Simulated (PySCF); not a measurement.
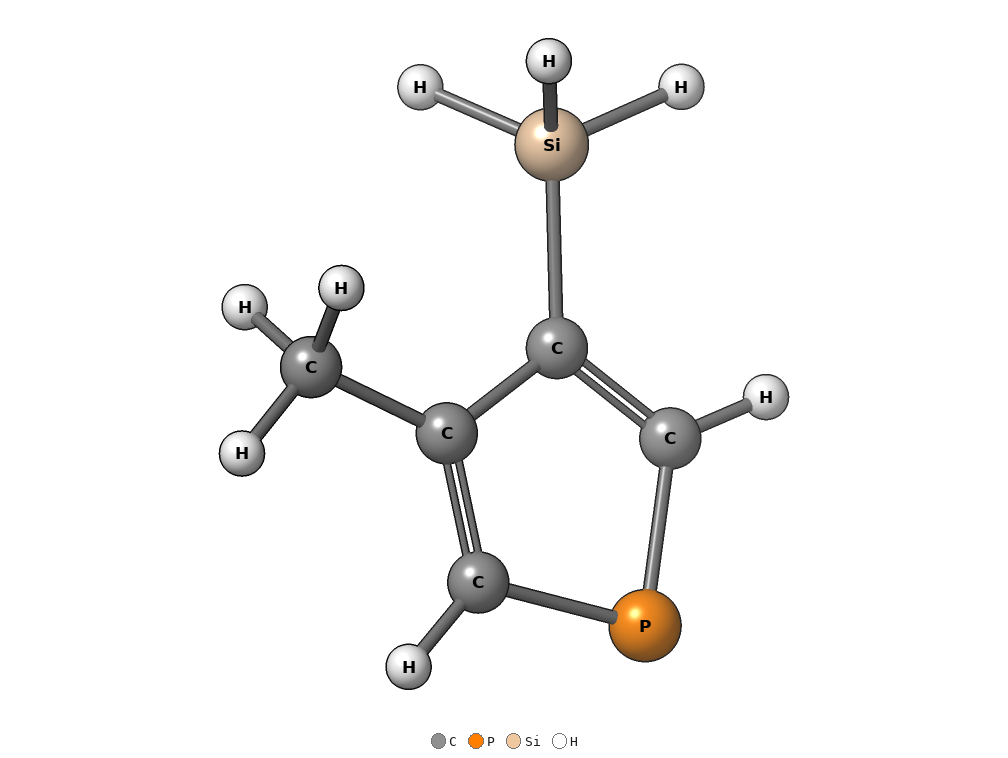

Charge −1, singlet. The geometry was computed by an optimisation with GFN2-xTB. No frequency run is at hand to confirm it as a minimum. Level of theory: PBE0/pcSseg-1, gas phase (PySCF 2.14.0).

What is the HOMO energy (Kohn–Sham orbital)?

−0.66 eV.

The geometry is semi-empirical. Around P, Si such bond lengths and angles can be off by a tenth of an ångström or more and by several degrees, and values that hang on the shape move with them.
